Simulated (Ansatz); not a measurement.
BNH₄ClF: several calculations on one system

## 1. Relaxation

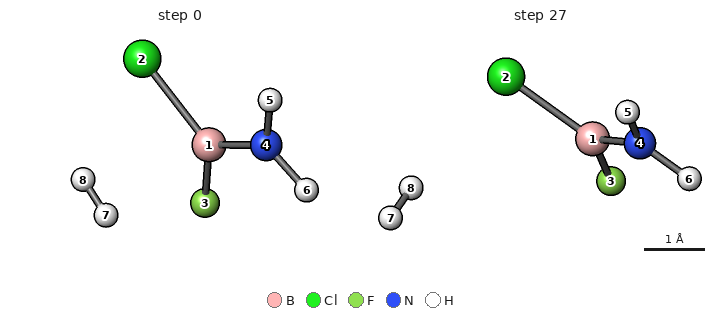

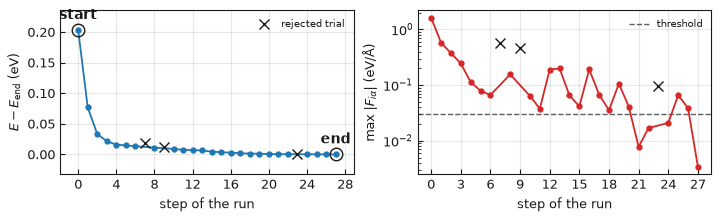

First and last geometry of a relaxation of BNH4ClF, with the history of the run. A ball-and-stick model, seen at a tilt.

The run prepares an end point of a later path (reaction) calculation, from a guessed geometry.

Computed with RKS PBE/def2-SVP in Ansatz.

Input file:
```yaml
crystal:
  periodic: [false, false, false]
  atoms:
    - { symbol: B, position_ang: [-0.077265, -0.163873, -0.007053] }
    - { symbol: Cl, position_ang: [-0.049008, -0.733198, 1.734897] }
    - { symbol: F, position_ang: [1.087814, 0.159105, -0.575953] }
    - { symbol: "N", position_ang: [-1.275646, -0.180095, -0.728346] }
    - { symbol: H, position_ang: [-2.161037, -0.444252, -0.301757] }
    - { symbol: H, position_ang: [-1.325635, 0.076848, -1.712832] }
    - { symbol: H, position_ang: [-0.189395, 2.116231, 0.732619] }
    - { symbol: H, position_ang: [-0.164028, 1.819134, 1.389724] }
basis:
  gaussian: { orbitals: def2-SVP }
hamiltonian:
  xc: pbe
relax:
  f_tol: 0.03
  max_steps: 50
output:
  orbitals: {}
```

Run as
```bash
ansatz run input.yaml --threads 1 --pin off --max-ram 2048MiB --backend cpu --events-out ev --progress --plain --runs-dir out
```

### Read the history and describe the run.

It converged. After 24 accepted moves (27 points after the start) the energy has fallen by 0.203 eV. Largest force component: 1.6 eV/Å at the start, 0.0034 eV/Å at the end. The line search rejected the trial steps at points 7, 9, 23 of the run. The forces were under the threshold at step 21, but the run went on from there. The largest move after the best rigid fit is that of H7, 1.44 Å. By element the largest moves are H 1.44 Å, F 0.96 Å, B 0.48 Å, Cl 0.32 Å, N 0.26 Å. Among the contacts that change: B1–Cl2 1.833 → 1.784 Å, H7–H8 0.722 → 0.769 Å.

Limits of the set-up: the start holds two separate molecules, 2.4 Å apart at their closest, whose relative position is a soft coordinate and is computed without a dispersion correction.

## 2. Relaxation

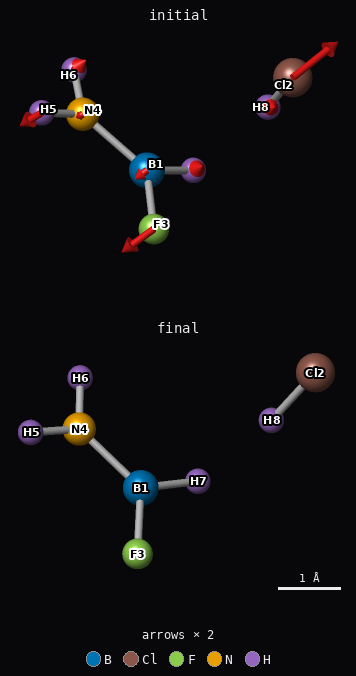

The structure of BNH$_{4}$ClF before (top) and after (bottom) a relaxation, at one scale. The red arrows give the displacements, magnified 2 times.

Style: ball-and-stick. Shown at a tilt.

The run prepares an end point of a later path (reaction) calculation, from a guessed geometry.

Level of theory: RKS PBE/def2-SVP (Ansatz 0.2.0). Settings: no spin polarisation; force threshold 0.03 eV/Å; at most 50 steps.

Q: Summarise the run.

A: Over 9 accepted moves (11 points after the start) the energy falls by 0.078 eV. The largest force component goes from 0.66 to 0.016 eV/Å. The line search rejected the trial steps at points 2, 7 of the run. The largest move after the best rigid fit is that of Cl2, 0.54 Å. By element the largest moves are Cl 0.54 Å, F 0.35 Å, H 0.25 Å, B 0.13 Å, N 0.06 Å. Near-neighbour distances that change, for instance: Cl2–H8 1.338 → 1.305 Å, B1–H7 1.206 → 1.223 Å.

## 3. Path

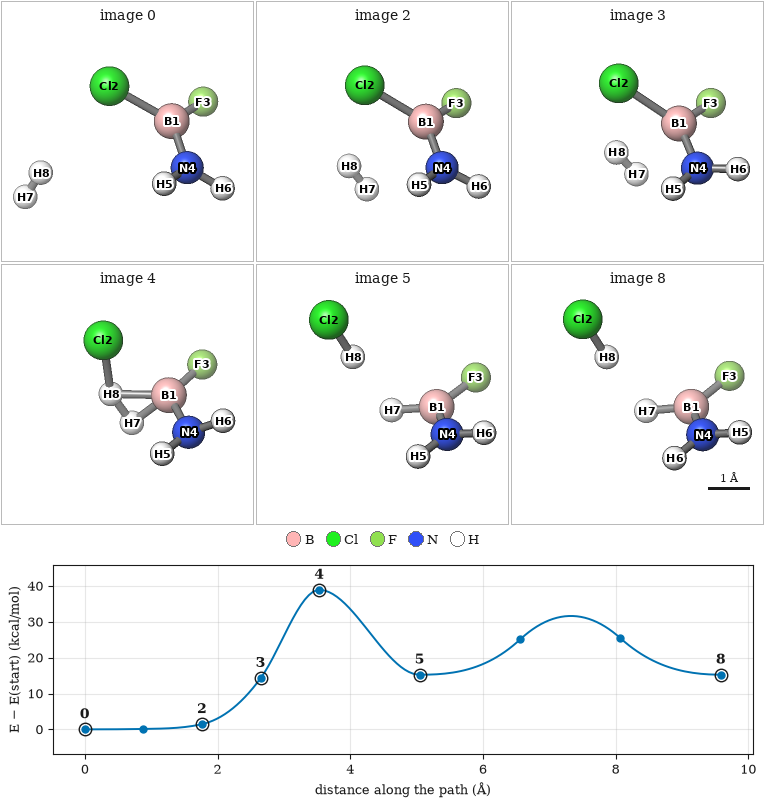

A nudged-elastic-band calculation for BNH₄ClF, made up at the start of BNH₂ClF and H$_{2}$. Images are numbered from 0 (start) to 8 (end). A ball-and-stick model, seen at a tilt.

Computed with Ansatz 0.2.0, RKS PBE/def2-SVP. Settings: 7 movable images; climbing image; force threshold 0.03 eV/Å; iteration limit 60; starting path through a guess of the saddle point.

Question: Read off the barrier and say what moves.

Answer: The highest point, image 4, lies 38.9 kcal/mol above the start and 23.7 kcal/mol above the end; the end is at +15.2 kcal/mol relative to the start. The profile has 2 maxima (images 4, 7) with a dip at image 5 (+15.2 kcal/mol), so the process runs in steps. The path has more than one stage, and so few images may leave a stage unresolved. Breaking: B1–Cl2 (1.78 → 2.19 at the top → 3.55 Å), H7–H8 (0.77 → 0.98 at the top → 1.82 Å). Forming: B1–H7 (4.21 → 1.38 at the top → 1.22 Å), Cl2–H8 (2.99 → 1.67 at the top → 1.31 Å). The band converged in 43 iterations. The largest component of the band force went from 11 to 0.03 eV/Å. The climbing image converged on the top of the path. Its vibrational analysis gives one imaginary mode (761i cm⁻¹), as a transition state must have.

Limits of the set-up: the start holds two separate molecules, 3.0 Å apart at their closest, whose relative position is a soft coordinate and is computed without a dispersion correction.

Cost: 4.3 min on 1 thread of Intel(R) Xeon(R) 6975P-C (Granite Rapids), with other jobs on the host, peak memory 0.14 GiB.
